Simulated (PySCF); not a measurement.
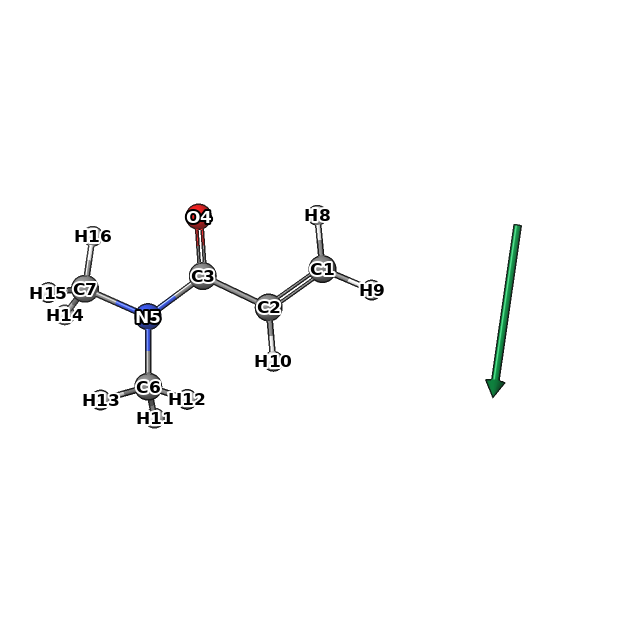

The arrow beside the molecule shows the direction of the dipole moment, from the negative to the positive end (its length means nothing). The computed structure is the end point of a PBE0-D3(BJ)/def2-SVP optimisation. No frequency run is at hand to confirm it as a minimum. Level of theory: PBE0/def2-TZVP, gas phase (PySCF 2.14.0).

### How large is the dipole moment?

3.55 D; it points from the side of H8 to the side of H11, H13 (the outermost atoms at the two ends).
